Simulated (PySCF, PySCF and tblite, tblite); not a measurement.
# C4H8O2S2: a path driven as ring inversion, and NMR exchange, part 2 of 3

PySCF and tblite. Atoms count from 0. The steps go on from the part before.

### Step 10. Nudged elastic band, leg 4

What the job is given:

```
{"job": {"xc": "GFN2-xTB", "basis": "xTB", "kind": "neb"}, "charge": 0, "multiplicity": 1}
O      1.016999     1.591649     1.200418
S      1.207264     0.868236    -0.022449
O      2.264040     1.290207    -0.897659
C     -0.357356     0.876019    -0.969364
C     -1.270354    -0.258793    -0.531441
C     -1.199638    -0.468377     0.975298
S      0.210967    -1.526190     1.450936
C      1.486391    -0.893836     0.344258
H     -0.795758     1.848851    -0.758768
H     -0.079978     0.816928    -2.017447
H     -2.299113    -0.022641    -0.816233
H     -1.000620    -1.188194    -1.038726
H     -2.072042    -1.004111     1.346757
H     -1.101919     0.480477     1.501713
H      1.494203    -1.414055    -0.610642
H      2.451180    -0.986217     0.834392
```

What it wrote:

```text
image   E - E0 / eV
  0       0.0000
  1       0.0346
  2       0.0569
  3       0.1473
  4       0.1096
  5      -0.0243
  6      -0.1075
```

It took 3.9 s on 1 thread of Intel Xeon Platinum 8259CL at 2.50GHz, shared host; peak memory 0.2 GiB.

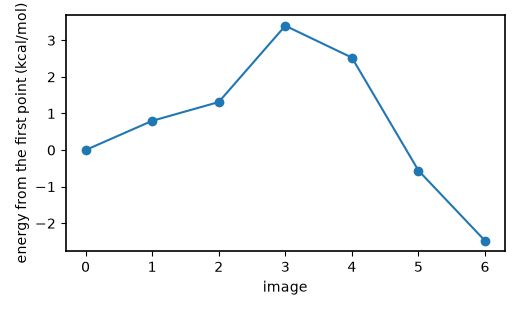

Energy along the band.

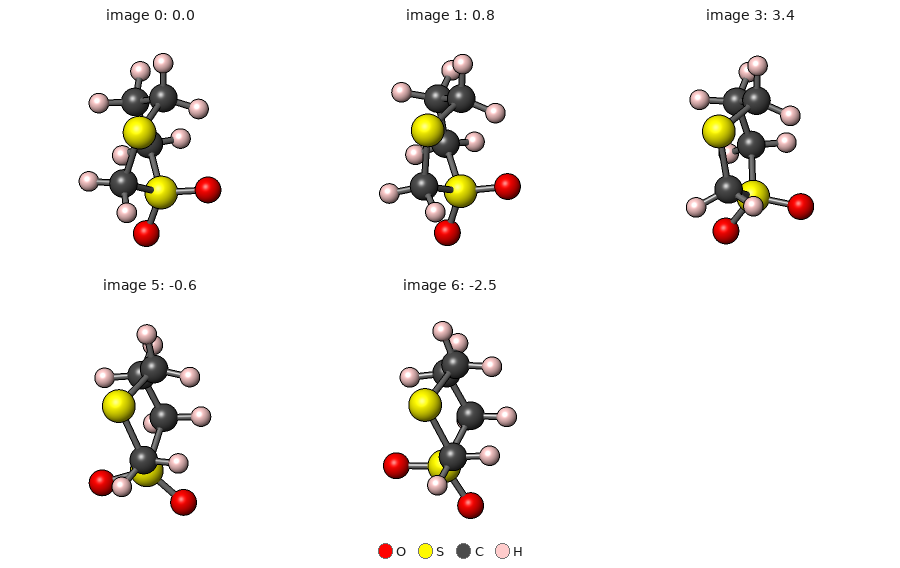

Images along the band, with energies in kcal/mol.

### Step 11. Saddle search, leg 4

What the job is given:

```
{"job": {"xc": "GFN2-xTB", "basis": "xTB", "kind": "saddle"}, "charge": 0, "multiplicity": 1}
O      1.353197     1.740839     0.823000
S      1.243832     0.773196    -0.233900
O      2.166592     0.867123    -1.329667
C     -0.449373     0.944105    -0.925664
C     -1.407335    -0.170243    -0.548609
C     -1.180235    -0.624424     0.886636
S      0.137659    -1.877364     0.939382
C      1.572012    -0.847108     0.565034
H     -0.769385     1.896537    -0.508530
H     -0.313565     1.038764    -1.999290
H     -2.434446     0.186720    -0.666092
H     -1.275660    -1.027272    -1.212910
H     -2.057276    -1.129700     1.287502
H     -0.901489     0.203872     1.536769
H      2.227683    -1.402755    -0.097827
H      2.087790    -0.572289     1.484165
```

What it wrote:

```text
step      E/eV     max force
  0    -741.19207   0.0479
  1    -741.18879   0.1140
  2    -741.19083   0.0340
  3    -741.18919   0.0545
  4    -741.18791   0.0777
  5    -741.18727   0.0926
  6    -741.18763   0.0062
  7    -741.18764   0.0017
lowest wavenumbers (cm-1): -84.7 35.3 238.9 253.4 278.7 293.2
```

Run time: 5.5 s. Hardware: 1 thread of Intel Xeon Platinum 8259CL at 2.50GHz, shared host; peak memory 0.2 GiB.

Point group C1; 1 imaginary mode, 85i cm⁻¹, carried by O0, O2, C3, C7. It was not shown to link both ends.

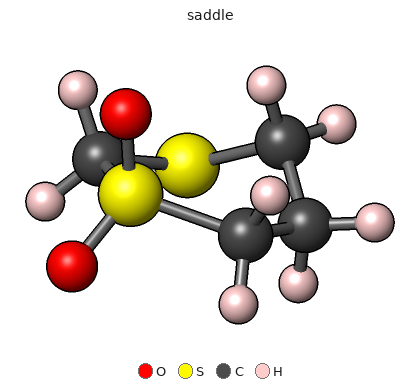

The saddle point.

### Step 12. Saddle search, leg 4

What the job is given:

```
{"job": {"xc": "GFN2-xTB", "basis": "xTB", "kind": "saddle"}, "charge": 0, "multiplicity": 1}
O      1.385453     1.752836     0.787328
S      1.248600     0.766402    -0.249373
O      2.156429     0.831674    -1.359092
C     -0.454392     0.954886    -0.914106
C     -1.413135    -0.162079    -0.548240
C     -1.173142    -0.639799     0.876877
S      0.136240    -1.903207     0.879711
C      1.565384    -0.845173     0.579999
H     -0.766648     1.903513    -0.482507
H     -0.328846     1.062340    -1.987380
H     -2.439773     0.197713    -0.657633
H     -1.289435    -1.009682    -1.226202
H     -2.049692    -1.136754     1.287136
H     -0.872085     0.173219     1.536236
H      2.268501    -1.386202    -0.046278
H      2.026542    -0.559687     1.523523
```

What it wrote:

```text
step      E/eV     max force
  0    -741.18764   0.0457
  1    -741.18704   0.0986
  2    -741.18774   0.0306
  3    -741.18745   0.0500
  4    -741.18745   0.0487
  5    -741.18762   0.0108
  6    -741.18764   0.0045
  7    -741.18764   0.0010
lowest wavenumbers (cm-1): -85.0 34.1 238.9 253.4 278.7 293.1
```

Run time: 5.5 s. Hardware: 1 thread of Intel Xeon Platinum 8259CL at 2.50GHz, shared host; peak memory 0.2 GiB.

Point group C1; 1 imaginary mode, 85i cm⁻¹, carried by O0, C3, O2, C7. It was not shown to link both ends.

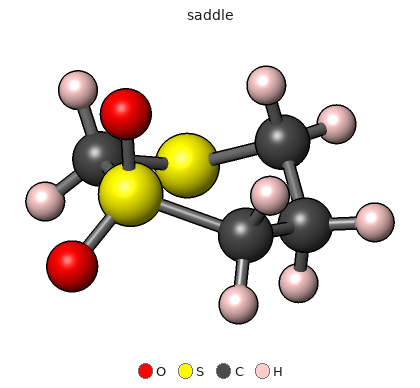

The saddle point.

### Step 13. Shieldings, start: PBE0/pcSseg-1

What the job is given:

```
{"job": {"kind": "nmr", "xc": "PBE0", "basis": "pcSseg-1", "pop": false}, "charge": 0, "multiplicity": 1}
O      1.197937     1.860291     0.810940
S      1.346765     0.794773    -0.134661
O      2.464313     0.834055    -1.036780
C     -0.181471     0.658162    -1.115667
C     -1.359987     0.466554    -0.182302
C     -1.321491    -0.887444     0.511453
S     -0.029760    -0.981756     1.794856
C      1.418529    -0.803226     0.752038
H     -0.252301     1.585605    -1.678230
H     -0.035332    -0.173844    -1.799894
H     -1.336134     1.259308     0.568650
H     -2.295090     0.554641    -0.743365
H     -1.157009    -1.699324    -0.199070
H     -2.250706    -1.072046     1.048910
H      1.483982    -1.591749     0.006192
H      2.300156    -0.795057     1.385520
```

What it wrote:

```text
coarse grid: 14728 points
cycle   1  E = -1103.0042745939  dE =  1.846e+00  |g| = 1.134e+00  |ddm| = 3.912e+00
cycle   2  E = -1102.3370635169  dE =  6.672e-01  |g| = 2.208e+00  |ddm| = 2.983e+00
cycle   3  E = -1103.2349121555  dE = -8.978e-01  |g| = 1.755e-01  |ddm| = 2.198e+00
cycle   4  E = -1103.2409532276  dE = -6.041e-03  |g| = 8.434e-02  |ddm| = 2.255e-01
cycle   5  E = -1103.2425845397  dE = -1.631e-03  |g| = 1.782e-02  |ddm| = 7.983e-02
cycle   6  E = -1103.2426406952  dE = -5.616e-05  |g| = 8.910e-03  |ddm| = 2.498e-02
cycle   7  E = -1103.2426547205  dE = -1.403e-05  |g| = 2.135e-03  |ddm| = 8.622e-03
cycle   8  E = -1103.2426555974  dE = -8.769e-07  |g| = 4.213e-04  |ddm| = 2.404e-03
final grid: 133720 points
cycle   9  E = -1103.3166487782  dE = -3.679e-05  |g| = 1.200e-02  |ddm| = 3.579e-02
cycle  10  E = -1103.3166056460  dE =  4.313e-05  |g| = 1.863e-02  |ddm| = 2.531e-02
cycle  11  E = -1103.3166787033  dE = -7.306e-05  |g| = 2.454e-03  |ddm| = 1.689e-02
cycle  12  E = -1103.3166798091  dE = -1.106e-06  |g| = 3.070e-04  |ddm| = 2.082e-03
cycle  13  E = -1103.3166798309  dE = -2.181e-08  |g| = 1.070e-04  |ddm| = 4.691e-04
cycle  14  E = -1103.3166798332  dE = -2.351e-09  |g| = 4.096e-05  |ddm| = 1.340e-04
cycle  15  E = -1103.3166798336  dE = -3.329e-10  |g| = 1.400e-05  |ddm| = 4.634e-05
converged SCF energy = -1103.3166798336

GIAO shielding tensors (ppm)
atom      isotropic    diamagn.    paramagn.     s11        s22        s33       span
  0 O      140.205     399.971    -259.765     88.115    147.798    184.704     96.589
  1 S      222.530    1049.931    -827.401     39.408    185.576    442.607    403.199
  2 O      124.916     396.871    -271.956     81.738    107.139    185.870    104.132
  3 C      123.959     256.467    -132.508    101.786    112.058    158.033     56.247
  4 C      155.359     249.421     -94.062    144.161    152.936    168.981     24.820
  5 C      150.237     250.267    -100.030    143.094    150.621    156.996     13.902
  6 S      490.080    1055.376    -565.296    358.362    449.030    662.847    304.484
  7 C      123.608     258.432    -134.824     97.775    114.315    158.734     60.959
  8 H       28.707      30.345      -1.638     24.905     27.560     33.657      8.752
  9 H       29.102      32.412      -3.311     26.265     28.513     32.527      6.263
 10 H       29.027      30.621      -1.595     26.374     27.889     32.816      6.442
 11 H       29.499      29.726      -0.227     23.719     27.337     37.442     13.723
 12 H       29.263      30.756      -1.493     24.500     28.054     35.236     10.736
 13 H       29.232      29.580      -0.347     24.001     27.101     36.596     12.595
 14 H       27.889      31.596      -3.706     23.393     27.994     32.281      8.888
 15 H       28.037      29.326      -1.289     23.734     26.716     33.661      9.927
```

Wall time 43 s (1 thread of Intel Xeon Platinum 8259CL at 2.50GHz, shared host); peak memory 0.86 GiB.

In short: HOMO -6.96 eV, LUMO 0.45 eV; dipole 4.91 D.

### Step 14. Shieldings, saddle of leg 4: PBE0/pcSseg-1

What the job is given:

```
{"job": {"kind": "nmr", "xc": "PBE0", "basis": "pcSseg-1", "pop": false}, "charge": 0, "multiplicity": 1}
O      1.414490     1.780916     0.729840
S      1.261742     0.762307    -0.273434
O      2.154436     0.791287    -1.397219
C     -0.447784     0.941158    -0.927457
C     -1.443142    -0.135414    -0.527418
C     -1.162230    -0.678980     0.865642
S      0.163401    -1.925341     0.769101
C      1.574644    -0.820996     0.612067
H     -0.732807     1.912470    -0.528901
H     -0.323830     1.009137    -2.004501
H     -2.451751     0.285862    -0.567346
H     -1.406443    -0.967548    -1.234111
H     -2.026016    -1.208072     1.264942
H     -0.857293     0.102835     1.560488
H      2.357399    -1.334565     0.062018
H      1.925188    -0.515056     1.596289
```

What it wrote:

```text
coarse grid: 14728 points
cycle   1  E = -1102.9820275063  dE =  1.821e+00  |g| = 1.150e+00  |ddm| = 3.907e+00
cycle   2  E = -1102.2753033165  dE =  7.067e-01  |g| = 2.261e+00  |ddm| = 2.883e+00
cycle   3  E = -1103.2179877581  dE = -9.427e-01  |g| = 1.748e-01  |ddm| = 2.113e+00
cycle   4  E = -1103.2239987135  dE = -6.011e-03  |g| = 8.592e-02  |ddm| = 2.301e-01
cycle   5  E = -1103.2257666450  dE = -1.768e-03  |g| = 1.242e-02  |ddm| = 7.875e-02
cycle   6  E = -1103.2258028892  dE = -3.624e-05  |g| = 4.503e-03  |ddm| = 2.035e-02
cycle   7  E = -1103.2258064771  dE = -3.588e-06  |g| = 1.927e-03  |ddm| = 5.292e-03
final grid: 133720 points
cycle   8  E = -1103.2999723269  dE = -2.343e-05  |g| = 1.320e-02  |ddm| = 3.093e-02
cycle   9  E = -1103.2999166105  dE =  5.572e-05  |g| = 2.105e-02  |ddm| = 2.774e-02
cycle  10  E = -1103.3000085720  dE = -9.196e-05  |g| = 2.693e-03  |ddm| = 1.795e-02
cycle  11  E = -1103.3000099153  dE = -1.343e-06  |g| = 2.996e-04  |ddm| = 2.186e-03
cycle  12  E = -1103.3000099298  dE = -1.451e-08  |g| = 1.993e-04  |ddm| = 4.755e-04
cycle  13  E = -1103.3000099370  dE = -7.212e-09  |g| = 5.713e-05  |ddm| = 1.886e-04
cycle  14  E = -1103.3000099376  dE = -5.766e-10  |g| = 1.394e-05  |ddm| = 5.749e-05
converged SCF energy = -1103.3000099376

GIAO shielding tensors (ppm)
atom      isotropic    diamagn.    paramagn.     s11        s22        s33       span
  0 O       65.314     399.795    -334.481     23.609     62.707    109.627     86.017
  1 S      229.683    1049.150    -819.466     33.860    218.661    436.529    402.669
  2 O       88.322     397.119    -308.798     51.759     75.872    137.334     85.575
  3 C      113.041     254.209    -141.168     77.603     88.034    173.485     95.882
  4 C      154.747     247.506     -92.759    129.978    156.937    177.326     47.348
  5 C      157.258     251.596     -94.338    148.484    157.008    166.283     17.799
  6 S      513.456    1055.460    -542.003    346.007    466.229    728.133    382.125
  7 C      117.496     256.350    -138.854     80.976    100.718    170.794     89.818
  8 H       27.971      30.973      -3.002     24.825     28.459     30.630      5.805
  9 H       27.829      30.414      -2.585     24.750     27.956     30.781      6.030
 10 H       29.227      29.425      -0.198     24.378     26.599     36.703     12.325
 11 H       29.093      30.224      -1.131     26.443     27.544     33.291      6.848
 12 H       29.234      29.855      -0.621     23.892     27.329     36.481     12.589
 13 H       28.692      31.284      -2.592     25.800     26.448     33.830      8.030
 14 H       27.441      29.881      -2.440     24.042     27.232     31.047      7.004
 15 H       26.911      30.116      -3.205     22.424     27.760     30.549      8.125
```

Wall time 38 s (1 thread of Intel Xeon Platinum 8259CL at 2.50GHz, shared host); peak memory 0.87 GiB.

Key values: HOMO -7.05 eV, LUMO -0.04 eV; dipole 4.22 D.

### Step 15. Single-point energy, saddle of leg 1: PBE0/pcSseg-1

What the job is given:

```
{"job": {"kind": "sp", "xc": "PBE0", "basis": "pcSseg-1", "pop": false}, "charge": 0, "multiplicity": 1}
O      2.149248     1.611836    -0.072245
S      1.376763     0.445254    -0.393149
O      1.851695    -0.401806    -1.453546
C     -0.293434     1.019304    -0.906345
C     -1.476197     0.419714    -0.163505
C     -1.207786    -1.013721     0.270118
S     -0.227226    -1.003777     1.805935
C      1.385073    -0.625993     1.103971
H     -0.252403     2.100744    -0.812633
H     -0.304318     0.742529    -1.958386
H     -1.703731     1.010180     0.726874
H     -2.354487     0.454282    -0.814462
H     -0.666065    -1.579905    -0.486852
H     -2.132772    -1.529846     0.522169
H      1.878641    -1.540395     0.779278
H      1.976997    -0.108398     1.852777
```

What it wrote:

```text
coarse grid: 14728 points
cycle   1  E = -1102.9829718490  dE =  1.821e+00  |g| = 1.150e+00  |ddm| = 3.908e+00
cycle   2  E = -1102.2768324804  dE =  7.061e-01  |g| = 2.260e+00  |ddm| = 2.883e+00
cycle   3  E = -1103.2188726085  dE = -9.420e-01  |g| = 1.746e-01  |ddm| = 2.113e+00
cycle   4  E = -1103.2248654201  dE = -5.993e-03  |g| = 8.587e-02  |ddm| = 2.299e-01
cycle   5  E = -1103.2266312706  dE = -1.766e-03  |g| = 1.241e-02  |ddm| = 7.876e-02
cycle   6  E = -1103.2266674215  dE = -3.615e-05  |g| = 4.516e-03  |ddm| = 2.035e-02
cycle   7  E = -1103.2266710235  dE = -3.602e-06  |g| = 1.936e-03  |ddm| = 5.304e-03
final grid: 133720 points
cycle   8  E = -1103.2999999039  dE = -2.415e-05  |g| = 1.298e-02  |ddm| = 3.023e-02
cycle   9  E = -1103.2999451156  dE =  5.479e-05  |g| = 2.084e-02  |ddm| = 2.702e-02
cycle  10  E = -1103.3000345252  dE = -8.941e-05  |g| = 2.620e-03  |ddm| = 1.764e-02
cycle  11  E = -1103.3000357979  dE = -1.273e-06  |g| = 3.010e-04  |ddm| = 2.144e-03
cycle  12  E = -1103.3000358124  dE = -1.448e-08  |g| = 2.027e-04  |ddm| = 4.684e-04
cycle  13  E = -1103.3000358198  dE = -7.454e-09  |g| = 5.300e-05  |ddm| = 1.869e-04
cycle  14  E = -1103.3000358203  dE = -4.970e-10  |g| = 1.343e-05  |ddm| = 5.468e-05
converged SCF energy = -1103.3000358203
```

Wall time 20 s (1 thread of Intel Xeon Platinum 8259CL at 2.50GHz, shared host); peak memory 0.65 GiB.

This run: HOMO -7.05 eV, LUMO -0.04 eV; dipole 4.22 D.

**Single-point energy, minimum 1: PBE0/pcSseg-1**

What the job is given:

```
{"job": {"kind": "sp", "xc": "PBE0", "basis": "pcSseg-1", "pop": false}, "charge": 0, "multiplicity": 1}
O      2.380316     1.202402    -0.736705
S      1.289782     0.281311    -0.590889
O      1.166379    -0.770269    -1.561611
C     -0.270221     1.216067    -0.507850
C     -1.444374     0.251986    -0.495592
C     -1.168562    -0.962329     0.388279
S     -0.187035    -0.526994     1.861476
C      1.428638    -0.500440     1.066375
H     -0.201981     1.803802     0.404026
H     -0.279580     1.878183    -1.368647
H     -2.334465     0.780398    -0.146283
H     -1.632035    -0.105480    -1.509353
H     -0.597696    -1.714723    -0.153664
H     -2.093484    -1.403756     0.754986
H      1.804422    -1.510959     0.919451
H      2.113232     0.090249     1.665817
```

What it wrote:

```text
coarse grid: 14728 points
cycle   1  E = -1102.9994810429  dE =  1.850e+00  |g| = 1.134e+00  |ddm| = 3.956e+00
cycle   2  E = -1102.3403655685  dE =  6.591e-01  |g| = 2.200e+00  |ddm| = 2.835e+00
cycle   3  E = -1103.2280868015  dE = -8.877e-01  |g| = 1.736e-01  |ddm| = 2.077e+00
cycle   4  E = -1103.2341296160  dE = -6.043e-03  |g| = 8.174e-02  |ddm| = 2.304e-01
cycle   5  E = -1103.2357284908  dE = -1.599e-03  |g| = 1.094e-02  |ddm| = 7.850e-02
cycle   6  E = -1103.2357577631  dE = -2.927e-05  |g| = 3.447e-03  |ddm| = 2.025e-02
cycle   7  E = -1103.2357601613  dE = -2.398e-06  |g| = 1.039e-03  |ddm| = 4.696e-03
final grid: 133720 points
cycle   8  E = -1103.3101860018  dE = -3.394e-05  |g| = 1.222e-02  |ddm| = 3.688e-02
cycle   9  E = -1103.3101405237  dE =  4.548e-05  |g| = 1.915e-02  |ddm| = 2.609e-02
cycle  10  E = -1103.3102171665  dE = -7.664e-05  |g| = 2.503e-03  |ddm| = 1.702e-02
cycle  11  E = -1103.3102183205  dE = -1.154e-06  |g| = 2.420e-04  |ddm| = 2.058e-03
cycle  12  E = -1103.3102183325  dE = -1.200e-08  |g| = 1.220e-04  |ddm| = 4.152e-04
cycle  13  E = -1103.3102183354  dE = -2.915e-09  |g| = 5.237e-05  |ddm| = 1.562e-04
cycle  14  E = -1103.3102183359  dE = -4.688e-10  |g| = 1.604e-05  |ddm| = 4.929e-05
converged SCF energy = -1103.3102183359
```

Wall time 20 s (1 thread of Intel Xeon Platinum 8259CL at 2.50GHz, shared host); peak memory 0.66 GiB.

Key values: HOMO -7.09 eV, LUMO 0.27 eV; dipole 3.69 D.

(Part 2 of 3 ends here.)
